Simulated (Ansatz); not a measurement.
# C3H10O4Ti: ionisation energy by level of theory

Aim: the vertical ionisation energy of C3H10O4Ti, as cation minus neutral at the neutral's geometry, on several levels, and how well −ε(HOMO) stands in for it.

Method: unrestricted cation, the program's frozen cores in correlated methods; program: Ansatz 0.2.0, Gaussian basis.

Plan: UKS PBE-D4/def2-TZVPP; UKS r2SCAN-D4/def2-TZVPP; UKS PBE0-D4/def2-TZVPP; UKS B3LYP-D4/def2-TZVPP; UKS wB97X-V/def2-TZVPP; UKS wB97M-V/def2-TZVPP; UKS B2PLYP/def2-TZVPP; UHF-CCSD(T)/def2-TZVPP; UHF-MP2/def2-QZVPP; extrapolation to the limit; then −ε(HOMO) from the neutral's earlier runs with LDA (SPW92), PBE-D4, revPBE-D4, BLYP-D4, r2SCAN-D4, B97M-V, PBE0-D4, B3LYP-D4, r2SCANh-D4, r2SCAN0-D4, HSE06-D4, BHLYP-D4, CAM-B3LYP-D4, LC-ωPBE, ωB97X-V, ωB97M-V.

## (1) The relaxed structure

An earlier PBE0-D4 in a triple-zeta def2 set relaxation fixed the geometry.

SMILES `CC(C)[O][Ti]([OH])([OH])[OH]`, 18 atoms, charge 0, spin multiplicity 1.

Atoms are counted from 1 here; the program's logs count them from 0.

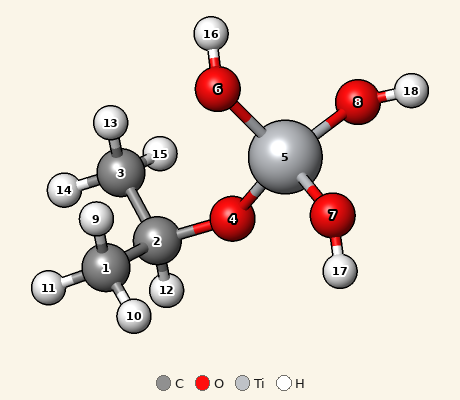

The geometry (carbon grey, oxygen red, titanium light grey, hydrogen white); atoms are numbered from 1 in the order of the file.

## (2) Cation, UKS PBE-D4/def2-TZVPP

File in.yaml:

```yaml
crystal:
  periodic: [false, false, false]
  atoms:
    - {symbol: C, position_ang: [-0.883921, -1.567799, -0.969153]}
    - {symbol: C, position_ang: [-0.172315, -1.316901, 0.346263]}
    - {symbol: C, position_ang: [1.313584, -1.606235, 0.262974]}
    - {symbol: O, position_ang: [-0.374741, 0.013982, 0.759785]}
    - {symbol: Ti, position_ang: [-0.208565, 1.725273, 0.312884]}
    - {symbol: O, position_ang: [0.686048, 1.857822, -1.253773]}
    - {symbol: O, position_ang: [-1.833867, 2.485805, 0.111797]}
    - {symbol: O, position_ang: [0.726080, 2.567696, 1.612555]}
    - {symbol: H, position_ang: [-0.459835, -0.934605, -1.753279]}
    - {symbol: H, position_ang: [-1.948665, -1.343457, -0.879147]}
    - {symbol: H, position_ang: [-0.777255, -2.612111, -1.271949]}
    - {symbol: H, position_ang: [-0.616634, -1.954276, 1.122364]}
    - {symbol: H, position_ang: [1.772374, -0.986558, -0.512323]}
    - {symbol: H, position_ang: [1.488591, -2.655531, 0.014018]}
    - {symbol: H, position_ang: [1.799421, -1.389564, 1.215911]}
    - {symbol: H, position_ang: [1.589728, 2.137709, -1.403220]}
    - {symbol: H, position_ang: [-2.700818, 2.155646, 0.348684]}
    - {symbol: H, position_ang: [0.563092, 3.434301, 1.987207]}
basis:
  gaussian: {orbitals: def2-TZVPP}
total_charge: 1
magnetization: {spin_polarized: true, initial_magnetization: 1}
hamiltonian: {xc: pbe, dispersion: d4}
```

Started as:

```
> ansatz run in.yaml --threads 4 --pin off --events-out ev --progress --plain --max-ram 66560MiB --backend cuda --devices 0, --max-vram 37GiB
```

Standard output:

```text
Functional definition: PBE
  name "PBE"
  cite "Perdew, Burke & Ernzerhof, Phys. Rev. Lett. 77, 3865 (1996) doi:10.1103/PhysRevLett.77.3865"
  parent pbe
  parameter kappa = 0.804
  parameter beta = 0.06672455060314922
  exchange = pbe_x(kappa = kappa, mu = beta*pi^2/3)
  correlation = pbe_c(beta = beta)
2166 factors; their error is unknown
mean field evaluation 1: about -34520.4434 eV, gradient 1.1e2 eV
mean field evaluation 2: about -34017.4111 eV, gradient 4.0e2 eV
mean field evaluation 4: about -34522.5110 eV, gradient 1.1e2 eV
mean field evaluation 8: about -34557.4178 eV, gradient 2.7e1 eV
mean field evaluation 16: about -34560.9022 eV, gradient 4.0e-1 eV
mean field evaluation 32: about -34560.8671 eV, gradient 4.5e-4 eV
mean field evaluation 64: about -34560.5910 eV, gradient 6.5e0 eV
mean field -34560.86710203 eV, -1270.0884398025 hartree, gradient 7.5e-6 eV, S^2 0.754611; 8 other end points of the search recorded, 0 dependent functions left out
reference -34560.86716058 eV, -1270.0884419542 hartree; 41, 40 occupied and 380, 381 virtual orbitals, 2166 factors
Total energy: -34561.26142884 eV, -1270.1029310456 hartree
```

Wall time 14 s (1 × H100 (card shared with other runs) with 4 threads of AMD EPYC 7R13, shared host); peak host memory 1.1 GiB.

Less the neutral's -34570.5836 eV (earlier run), this gives 9.322 eV. ⟨S²⟩ = 0.755.

## (3) Cation, UKS r2SCAN-D4/def2-TZVPP

in.yaml: that of step 2 with these lines changed.

```diff
@@ -25,2 +25,2 @@
 magnetization: {spin_polarized: true, initial_magnetization: 1}
-hamiltonian: {xc: pbe, dispersion: d4}
+hamiltonian: {xc: r2scan, dispersion: d4}
```

The command is unchanged.

Standard output (excerpt; [...] marks lines left out):

```text
Functional definition: r2SCAN
  name "r2SCAN"
  cite "Furness, Kaplan, Ning, Perdew & Sun, J. Phys. Chem. Lett. 11, 8208 (2020) doi:10.1021/acs.jpclett.0c02405"
  cite "Furness, Kaplan, Ning, Perdew & Sun, J. Phys. Chem. Lett. 11, 9248 (2020) doi:10.1021/acs.jpclett.0c03077"
  parent r2scan
[...]
2166 factors; their error is unknown
[...]
mean field -34573.02750332 eV, -1270.5353263072 hartree, gradient 7.0e-6 eV, S^2 0.760185; 8 other end points of the search recorded, 0 dependent functions left out
reference -34573.02752462 eV, -1270.5353270902 hartree; 41, 40 occupied and 380, 381 virtual orbitals, 2166 factors
Total energy: -34573.13515585 eV, -1270.5392824650 hartree
```

Wall time 18 s (1 × H100 (card shared with other runs) with 4 threads of AMD EPYC 7R13, shared host); peak host memory 1.2 GiB.

The neutral molecule at this level: -34582.6541 eV. Difference: 9.519 eV. ⟨S²⟩ = 0.760.

## (4) Cation, UKS PBE0-D4/def2-TZVPP

in.yaml: that of step 3 with these lines changed.

```diff
@@ -25,2 +25,2 @@
 magnetization: {spin_polarized: true, initial_magnetization: 1}
-hamiltonian: {xc: r2scan, dispersion: d4}
+hamiltonian: {xc: pbe0, dispersion: d4}
```

Launched as before.

Standard output:

```text
Functional definition: PBE0
  name "PBE0"
  cite "Adamo & Barone, J. Chem. Phys. 110, 6158 (1999) doi:10.1063/1.478522"
  cite "Perdew, Burke & Ernzerhof, Phys. Rev. Lett. 77, 3865 (1996) doi:10.1103/PhysRevLett.77.3865"
  parent pbe
  parameter a = 0.25
  parameter kappa = 0.804
  parameter beta = 0.06672455060314922
  exchange = (1 - a)*pbe_x(kappa = kappa, mu = beta*pi^2/3) + a*exact_x
  correlation = pbe_c(beta = beta)
2246 factors; their error is unknown
mean field evaluation 1: about -34528.8132 eV, gradient 9.7e1 eV
mean field evaluation 2: about -34196.7030 eV, gradient 3.6e2 eV
mean field evaluation 4: about -34554.3491 eV, gradient 4.2e1 eV
mean field evaluation 8: about -34560.5483 eV, gradient 1.1e0 eV
mean field evaluation 16: about -34560.5688 eV, gradient 1.7e-1 eV
mean field evaluation 32: about -34560.7077 eV, gradient 5.5e-6 eV
mean field -34560.70774656 eV, -1270.0825835971 hartree, gradient 5.5e-6 eV, S^2 0.766016; 7 other end points of the search recorded, 0 dependent functions left out
reference -34560.70778953 eV, -1270.0825851762 hartree; 41, 40 occupied and 380, 381 virtual orbitals, 2246 factors
Total energy: -34561.04634784 eV, -1270.0950269646 hartree
```

Run time: 16 s. Hardware: 1 × H100 (card shared with other runs) with 4 threads of AMD EPYC 7R13, shared host; peak host memory 1.1 GiB.

The neutral molecule at this level: -34570.9092 eV. Difference: 9.863 eV. ⟨S²⟩ = 0.766.

## (5) Cation, UKS B3LYP-D4/def2-TZVPP

in.yaml: that of step 4 with these lines changed.

```diff
@@ -25,2 +25,2 @@
 magnetization: {spin_polarized: true, initial_magnetization: 1}
-hamiltonian: {xc: pbe0, dispersion: d4}
+hamiltonian: {xc: {name: B3LYP}, dispersion: d4}
```

Same command.

Standard output (excerpt; [...] marks lines left out):

```text
Functional definition: B3LYP
  name "B3LYP"
  cite "Stephens, Devlin, Chabalowski & Frisch, J. Phys. Chem. 98, 11623 (1994) doi:10.1021/j100096a001"
  cite "Becke, Phys. Rev. A 38, 3098 (1988) doi:10.1103/PhysRevA.38.3098"
  cite "Lee, Yang & Parr, Phys. Rev. B 37, 785 (1988) doi:10.1103/PhysRevB.37.785"
  cite "Vosko, Wilk & Nusair, Can. J. Phys. 58, 1200 (1980) doi:10.1139/p80-159"
[...]
2232 factors; their error is unknown
[...]
mean field -34579.83804431 eV, -1270.7856090724 hartree, gradient 5.1e-6 eV, S^2 0.763714; 8 other end points of the search recorded, 0 dependent functions left out
reference -34579.83837728 eV, -1270.7856213086 hartree; 41, 40 occupied and 380, 381 virtual orbitals, 2232 factors
Total energy: -34580.46326916 eV, -1270.8085856619 hartree
```

It took 18 s on 1 × H100 (card shared with other runs) with 4 threads of AMD EPYC 7R13, shared host; peak host memory 1.1 GiB.

Less the neutral's -34590.3424 eV (earlier run), this gives 9.879 eV. ⟨S²⟩ = 0.764.

## (6) Cation, UKS wB97X-V/def2-TZVPP

in.yaml: that of step 5 with these lines changed.

```diff
@@ -25,2 +25,2 @@
 magnetization: {spin_polarized: true, initial_magnetization: 1}
-hamiltonian: {xc: {name: B3LYP}, dispersion: d4}
+hamiltonian: {xc: {name: wB97X-V}}
```

Same command.

Standard output (excerpt; [...] marks lines left out):

```text
Functional definition: wB97X-V
  name "wB97X-V"
  cite "Mardirossian & Head-Gordon, Phys. Chem. Chem. Phys. 16, 9904 (2014) doi:10.1039/C3CP54374A"
  cite "Becke, J. Chem. Phys. 107, 8554 (1997) doi:10.1063/1.475007"
  cite "Vydrov & Van Voorhis, J. Chem. Phys. 133, 244103 (2010) doi:10.1063/1.3521275"
[...]
      + integral(e_c_pw_opposite_spin*poly(b97_u_opposite, cos0, cos1)) + vv10(b, c)
2214 factors; their error is unknown
513 factors; integrals over basis functions are off by at most 6.7e-6 eV
[...]
mean field -34571.54608229 eV, -1270.4808850886 hartree, gradient 3.9e-6 eV, S^2 0.761344; 2 other end points of the search recorded, 0 dependent functions left out
reference -34571.54607939 eV, -1270.4808849818 hartree; 41, 40 occupied and 380, 381 virtual orbitals, 2214 factors
Total energy: -34571.54607939 eV, -1270.4808849818 hartree
```

Wall time 17 s (1 × H100 (card shared with other runs) with 4 threads of AMD EPYC 7R13, shared host); peak host memory 1.3 GiB.

Less the neutral's -34581.6786 eV (earlier run), this gives 10.133 eV. ⟨S²⟩ = 0.761.

## (7) Cation, UKS wB97M-V/def2-TZVPP

in.yaml: that of step 6 with these lines changed.

```diff
@@ -25,2 +25,2 @@
 magnetization: {spin_polarized: true, initial_magnetization: 1}
-hamiltonian: {xc: {name: wB97X-V}}
+hamiltonian: {xc: {name: wB97M-V}}
```

The command is unchanged.

Standard output (excerpt; [...] marks lines left out):

```text
Functional definition: wB97M-V
  name "wB97M-V"
  cite "Mardirossian & Head-Gordon, J. Chem. Phys. 144, 214110 (2016) doi:10.1063/1.4952647"
  cite "Becke, J. Chem. Phys. 107, 8554 (1997) doi:10.1063/1.475007"
  cite "Vydrov & Van Voorhis, J. Chem. Phys. 133, 244103 (2010) doi:10.1063/1.3521275"
  # Of w^i u^j: cxij and so on, Table III.
[...]
  gx(w, u) = 1 - cx + cx01*u + cx10*w
  gss(w, u) = css00 + css04*u^4 + css10*w + css20*w^2 + css43*w^4*u^3
  gos(w, u) = cos00 + cos10*w + (cos20 + cos21*u)*w^2 + (cos60 + cos61*u)*w^6
[...]
      + integral(e_c_pw_mod_opposite_spin*gos(b97_w_opposite, b97_u_opposite)) + vv10(b, c)
2198 factors; their error is unknown
513 factors; integrals over basis functions are off by at most 6.7e-6 eV
[...]
mean field -34572.70905896 eV, -1270.5236236928 hartree, gradient 2.7e-6 eV, S^2 0.760449; 2 other end points of the search recorded, 0 dependent functions left out
reference -34572.70913025 eV, -1270.5236263128 hartree; 41, 40 occupied and 380, 381 virtual orbitals, 2198 factors
Total energy: -34572.70913025 eV, -1270.5236263128 hartree
```

It took 17 s on 1 × H100 (card shared with other runs) with 4 threads of AMD EPYC 7R13, shared host; peak host memory 1.4 GiB.

The neutral molecule at this level: -34582.8324 eV. Difference: 10.123 eV. ⟨S²⟩ = 0.760.

## (8) Cation, UKS B2PLYP (frozen core)/def2-TZVPP

in.yaml: that of step 7 with these lines changed.

```diff
@@ -25,2 +25,2 @@
 magnetization: {spin_polarized: true, initial_magnetization: 1}
-hamiltonian: {xc: {name: wB97M-V}}
+hamiltonian: {xc: {name: B2PLYP}}
```

The command is unchanged.

Standard output (excerpt; [...] marks lines left out):

```text
Functional definition: B2PLYP
  name "B2PLYP"
  cite "Grimme, J. Chem. Phys. 124, 034108 (2006) doi:10.1063/1.2148954"
  cite "Becke, Phys. Rev. A 38, 3098 (1988) doi:10.1103/PhysRevA.38.3098"
  cite "Lee, Yang & Parr, Phys. Rev. B 37, 785 (1988) doi:10.1103/PhysRevB.37.785"
[...]
2614 factors; integrals over basis functions are off by at most 1.1e-3 eV
[...]
mean field -34548.96184978 eV, -1269.6509298520 hartree, gradient 6.3e-6 eV, S^2 0.767445; 4 other end points of the search recorded, 0 dependent functions left out
12 core orbitals not correlated: weight in the atoms' cores, before any rotation towards them, 1.000 or more for the frozen orbitals, at most 0.000 for the correlated occupied ones
reference -34548.96205757 eV, -1269.6509374882 hartree; 29, 28 occupied and 380, 381 virtual orbitals, 2614 factors
second order -63.99976756 eV of doubles, -0.00000000 eV of singles
Total energy: -34566.24199481 eV, -1270.2859634690 hartree
```

Run time: 17 s. Hardware: 1 × H100 (card shared with other runs) with 4 threads of AMD EPYC 7R13, shared host; peak host memory 2.2 GiB.

The neutral molecule at this level: -34576.2773 eV. Difference: 10.035 eV. ⟨S²⟩ = 0.767.

## (9) Cation, UHF-CCSD(T)/def2-TZVPP

in.yaml: that of step 8 with these lines changed.

```diff
@@ -25,2 +25,3 @@
 magnetization: {spin_polarized: true, initial_magnetization: 1}
-hamiltonian: {xc: {name: B2PLYP}}
+correlation: {method: ccsd_t}
+scf: {omitted_lower_state_checks: [cluster_reference]}
```

The command is unchanged.

Standard output (excerpt; [...] marks lines left out):

```text
Functional definition: HF
  name "HF"
  cite "Fock, Z. Phys. 61, 126 (1930) doi:10.1007/BF01340294"
  parent pbe
[...]
2614 factors; integrals over basis functions are off by at most 1.1e-3 eV
[...]
mean field -34486.09960671 eV, -1267.3407850285 hartree, gradient 2.7e-6 eV, S^2 0.763035; 11 other end points of the search recorded, 0 dependent functions left out
12 core orbitals not correlated: weight in the atoms' cores, before any rotation towards them, 1.000 or more for the frozen orbitals, at most 0.000 for the correlated occupied ones
reference -34486.09960671 eV, -1267.3407850285 hartree; 29, 28 occupied and 380, 381 virtual orbitals, 2614 factors
second order -50.95819115 eV of doubles, -0.00000000 eV of singles
cycle   1  -49.87133696 eV  change     1.1e0 eV  update   2.9e-1
[...]
cycle  26  -52.17423708 eV  change    4.1e-5 eV  update   4.4e-5
perturbative correction -2.52045092 eV, -0.0926248628 hartree
Total energy: -34540.79429470 eV, -1269.3507777390 hartree
Checks for a lower state left out: cluster_reference
```

It took 8 min on 1 × H100 (card shared with other runs) with 4 threads of AMD EPYC 7R13, shared host; peak host memory 2.1 GiB.

Less the neutral's -34550.9863 eV (earlier run), this gives 10.192 eV. ⟨S²⟩ = 0.763. T1 = 0.042 (report).

## (10) Cation, UHF-MP2/def2-QZVPP

in.yaml: that of step 9 with these lines changed.

```diff
@@ -22,6 +22,6 @@
 basis:
-  gaussian: {orbitals: def2-TZVPP}
+  gaussian: {orbitals: "def2-QZVPP.json"}
 total_charge: 1
 magnetization: {spin_polarized: true, initial_magnetization: 1}
-correlation: {method: ccsd_t}
+correlation: {method: mp2}
 scf: {omitted_lower_state_checks: [cluster_reference]}
```

Launched as before.

Standard output (excerpt; [...] marks lines left out):

```text
Functional definition: HF
  name "HF"
  cite "Fock, Z. Phys. 61, 126 (1930) doi:10.1007/BF01340294"
  parent pbe
[...]
4857 factors; integrals over basis functions are off by at most 1.0e-3 eV
[...]
mean field -34487.04723480 eV, -1267.3756097188 hartree, gradient 1.6e-6 eV, S^2 0.763123; 10 other end points of the search recorded, 0 dependent functions left out
12 core orbitals not correlated: weight in the atoms' cores, before any rotation towards them, 1.000 or more for the frozen orbitals, at most 0.000 for the correlated occupied ones
reference -34487.04723480 eV, -1267.3756097188 hartree; 29, 28 occupied and 751, 752 virtual orbitals, 4857 factors
second order -54.84295007 eV of doubles, -0.00000000 eV of singles
Total energy: -34541.89018487 eV, -1269.3910509599 hartree
Checks for a lower state left out: cluster_reference
```

It took 41 s on 1 × H100 (card shared with other runs) with 4 threads of AMD EPYC 7R13, shared host; peak host memory 1.6 GiB.

The neutral molecule at this level: -34552.7051 eV. Difference: 10.815 eV. ⟨S²⟩ = 0.763.

## (11) The basis-set limit

No new run: Hartree-Fock is extrapolated as exp(−7.88√X) and correlation as X^−2.97, with X = 3 and 4; only MP2 was run in the larger set, so CCSD(T) minus MP2 is added from the smaller one.

```
  level  energy at the limit (eV)
     HF               -34487.1778
    MP2               -34544.8983
   CCSD               -34546.1144
CCSD(T)               -34548.6348
```

The neutral's limit, from its own earlier runs, is -34559.0112 eV in the additive form (MP2 limit plus CCSD(T) minus MP2 in triple zeta), in which the cation has -34548.6348 eV.

## (12) The ladder

Differences are taken before rounding.

```csv
method,ionisation energy (eV),from CCSD(T)/CBS (eV),time
PBE-D4,9.32,-1.05,20 s
r2SCAN-D4,9.52,-0.86,22 s
PBE0-D4,9.86,-0.51,22 s
B3LYP-D4,9.88,-0.50,24 s
ωB97X-V,10.13,-0.24,21 s
ωB97M-V,10.12,-0.25,25 s
B2PLYP,10.04,-0.34,23 s
HF/def2-TZVPP,9.19,-1.19,
MP2/def2-TZVPP,10.71,+0.33,
CCSD/def2-TZVPP,10.25,-0.13,
CCSD(T)/def2-TZVPP,10.19,-0.18,8.5 min
CCSD(T)/CBS,10.38,0,9.3 min
```

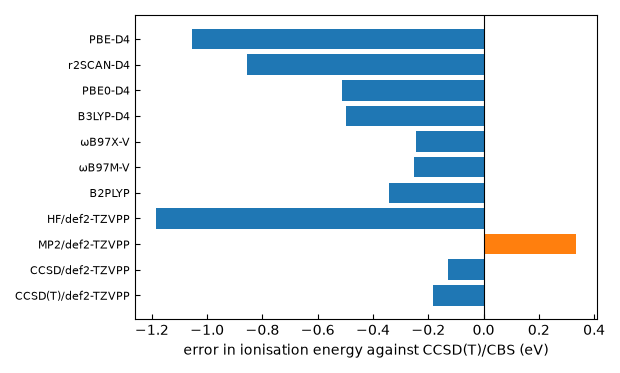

Error of each method against CCSD(T)/CBS.

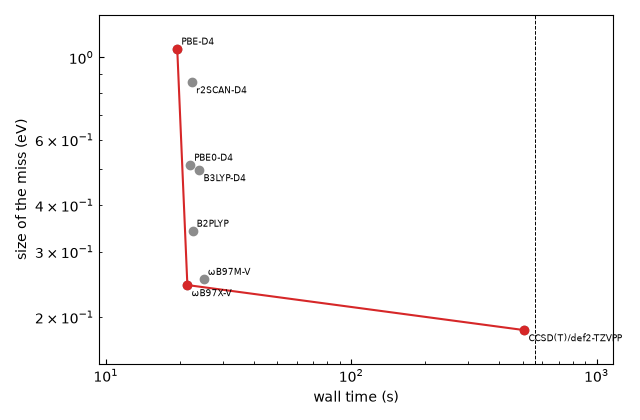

Accuracy for the time spent; red marks the levels that beat every quicker one drawn (of those quicker than the yardstick), and the dashed line is the time of CCSD(T)/CBS. Times are from a shared host.

Times add the cation's run and the neutral's; HF, MP2 and CCSD come out of the CCSD(T) runs.

For comparison, −ε(HOMO) of the neutral from earlier runs:

```
  functional  −ε(HOMO) (eV)  by energy difference (eV)
 LDA (SPW92)           6.75                           
      PBE-D4           6.58                       9.32
   revPBE-D4           6.50                           
     BLYP-D4           6.49                           
   r2SCAN-D4           6.90                       9.52
      B97M-V           7.02                           
     PBE0-D4           8.11                       9.86
    B3LYP-D4           7.88                       9.88
  r2SCANh-D4           7.47                           
  r2SCAN0-D4           8.34                           
    HSE06-D4           7.70                           
    BHLYP-D4           9.60                           
CAM-B3LYP-D4           9.55                           
     LC-ωPBE          10.85                           
     ωB97X-V          10.54                      10.13
     ωB97M-V          10.47                      10.12
```

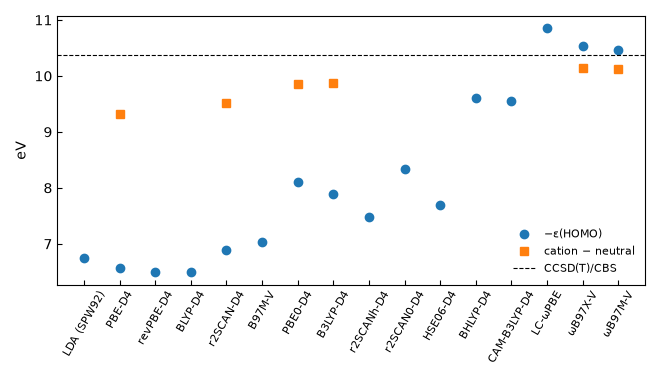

Orbital estimates and energy differences by functional.

## (13) Summary of results

| quantity | value |
| --- | --- |
| ionisation energy, CCSD(T)/CBS | 10.38 eV |
| nearest functional by difference | ωB97X-V (-0.24 eV) |
| nearest −ε(HOMO) | ωB97M-V (+0.09 eV) |
| −ε(HOMO) of PBE | 6.58 eV |
| T1 of the cation | 0.042 |

**Reading.** By cation minus neutral, the functionals miss by 1.05 eV at most. −ε(HOMO) of PBE misses by 3.8 eV, since self-interaction lifts the level. Among orbital estimates ωB97M-V comes nearest. Hartree-Fock falls 1.19 eV short, as the neutral has more correlation energy than the cation. The cation's T1 (from the report) is 0.042, near the customary mark of 0.045 for open shells, so the coupled-cluster value is less safe. The cation may have settled in a state other than its lowest; no search over hole states beyond the program's own was made. Correlated methods include outer-core shells of Ti, which these sets cover unevenly.

For cost: CCSD(T)/def2-TZVPP gets within 0.18 eV in 8.5 min, where CCSD(T)/CBS took 9.3 min; the quickest level in the cost chart, PBE-D4, takes 20 s and misses by 1.05 eV.
